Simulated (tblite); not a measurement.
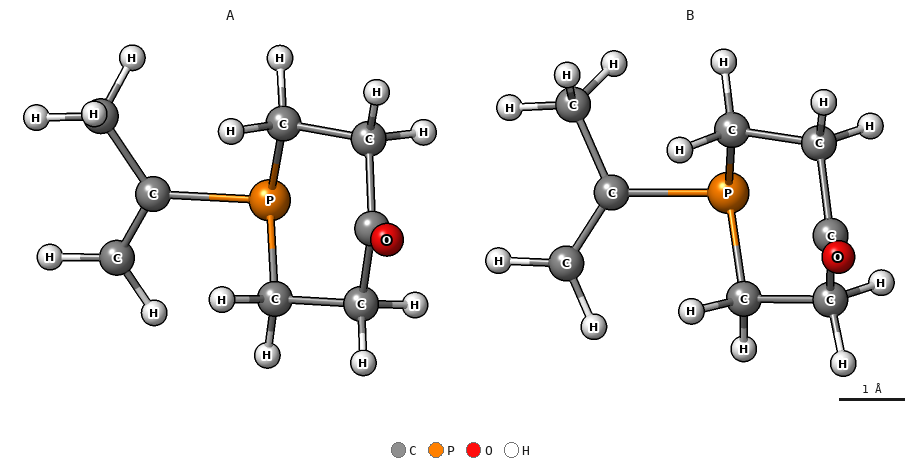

Two geometries of C$_{8}$H$_{13}$OP, drawn at one scale. One is the start of a relaxation, the other its converged end. Style: ball-and-stick. Shown at a tilt.

Theory: GFN2-xTB geometry optimisation, gas phase in tblite. 

Question: Which one is relaxed?

Answer: Structure B is the relaxed one. The atom that moves furthest after the best rigid fit is an H atom (1.07 Å). By element the largest moves are H 1.07 Å, C 0.64 Å, O 0.30 Å, P 0.12 Å. Some distances before and after: C–O 1.233 → 1.205 Å, C–C 1.519 → 1.499 Å, C–P 1.853 → 1.835 Å, C–C 1.514 → 1.530 Å. Bond angles that change, for instance: C–C–P 120.9° → 114.2°, C–C–P 118.3° → 123.1°, C–P–C 103.0° → 98.6°. Groups turn about C–P by about 35°. After 126 geometry steps the energy has fallen by 3.28 kcal/mol.
